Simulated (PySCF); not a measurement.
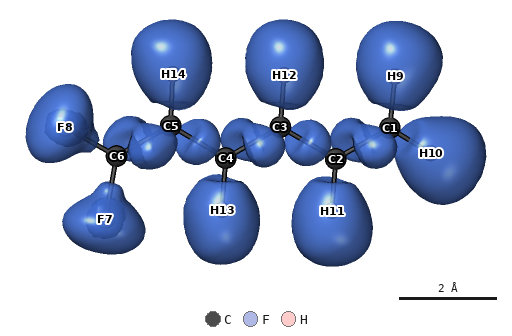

The picture shows: C6H6F2 (SMILES C=C/C=C/C=C(F)F). Isosurface of the ELF at 0.75 (blue), seen at a tilt. Core shells and regions of very low density are left out.

Geometry: GFN2-xTB.

All numbers below come from PySCF, PBE0/pcSseg-1, SCF density, gas phase, non-relativistic.

```xyz
14

C     1.0380    2.8879    0.1497
C     1.0037    1.5833   -0.1150
C     0.0250    0.6863    0.4378
C    -0.0109   -0.6298    0.1716
C    -0.9932   -1.5188    0.7282
C    -1.0357   -2.8216    0.4724
F    -0.1984   -3.4862   -0.3172
F    -1.9343   -3.6623    0.9763
H     0.3178    3.3487    0.8056
H     1.7821    3.5365   -0.2780
H     1.7384    1.1437   -0.7767
H    -0.7123    1.1209    1.1005
H     0.7227   -1.0705   -0.4899
H    -1.7436   -1.1186    1.3925
```

Q: What do the ELF domains correspond to?

A: At this value the surface marks out five regions between bonded C–C atoms (shared pairs), six regions around hydrogen nuclei and two regions on F in which the atom's valence shell and bonds are merged. Profiles from the grid: C–C (1.33 Å): the ELF peaks at about 0.95 between the atoms: a short, multiple covalent bond. C–F (1.33 Å): the ELF peaks at about 0.85 between the atoms: a polar covalent bond.
